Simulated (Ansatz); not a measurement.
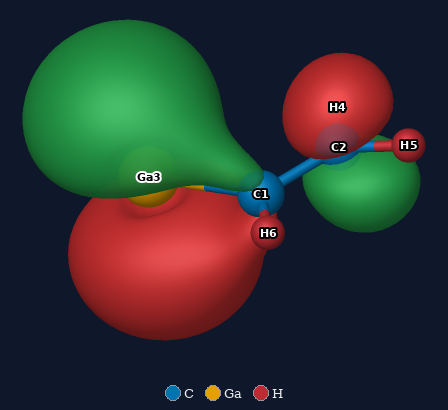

C2H3Ga. One frontier orbital at ±0.1 Å⁻³ᐟ² (green and red are the two phases), seen at an oblique angle.

Geometry: PBE-D3(BJ)/def2-SVP.

All numbers below come from isolated molecule in a Gaussian basis; Kohn-Sham density functional theory, functional PBE0 in Ansatz 0.2.0.

The calculation's input:

```
crystal:
  periodic: [false, false, false]
  atoms:
    - {symbol: C, position_ang: [-1.496908, 0.693560, 1.837945]}
    - {symbol: C, position_ang: [-0.887197, 0.346001, 0.680309]}
    - {symbol: Ga, position_ang: [-0.603527, -0.247768, 3.421529]}
    - {symbol: H, position_ang: [-0.025874, -0.358303, 0.664303]}
    - {symbol: H, position_ang: [-1.179675, 0.717813, -0.321516]}
    - {symbol: H, position_ang: [-2.348439, 1.399542, 1.780469]}
basis:
  gaussian:
    orbitals: def2-TZVPD
hamiltonian:
  xc: pbe0
output: {forces: true, orbitals: {seedname: orbitals}}
```

Run with:

```sh
ansatz run input.yaml --threads 1 --pin off --max-ram 2610MiB --events-out events.jsonl --progress --plain --runs-dir runs
```

> Which orbital is it: HOMO or LUMO?

The LUMO, at −1.55 eV. By Hirshfeld shares it lies mainly on Ga3 (about 75 %), C2 (about 15 %) and C1 (about 10 %); it changes sign across the molecular plane (π type); π-antibonding (a node) across C1–C2.
